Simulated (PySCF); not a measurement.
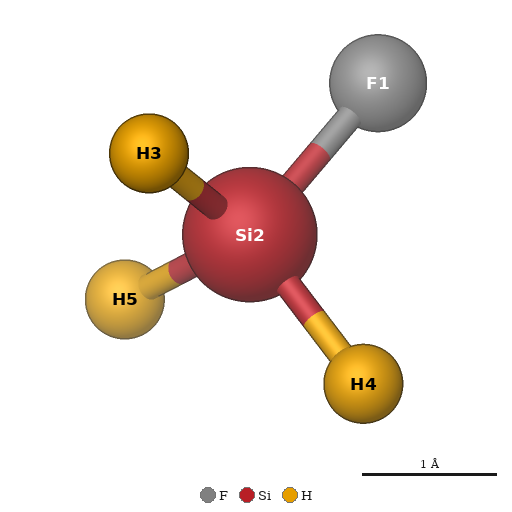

Orthographic view. Distant atoms are faded towards the background colour. The geometry was computed by an optimisation with PBE0-D3(BJ)/def2-SVP. No frequency run is at hand to confirm it as a minimum.

Write a MOL file (V2000) with the atoms in numerical order, bonds sorted by atom number with the orders drawn, and coordinates in the frame of the picture: x right, y up, z towards the viewer, origin at the mean position.

```
FH3Si
                    3D

  5  4  0  0  0  0  0  0  0  0999 V2000
    0.9400    1.1100   -0.6300 F   0  0  0  0  0  0  0  0  0  0  0  0
   -0.0200   -0.0300    0.0200 Si  0  0  0  0  0  4  0  0  0  0  0  0
   -0.7800    0.5800    1.1500 H   0  0  0  0  0  0  0  0  0  0  0  0
    0.8300   -1.1500    0.5100 H   0  0  0  0  0  0  0  0  0  0  0  0
   -0.9600   -0.5100   -1.0300 H   0  0  0  0  0  0  0  0  0  0  0  0
  1  2  1  0
  2  3  1  0
  2  4  1  0
  2  5  1  0
M  END
```
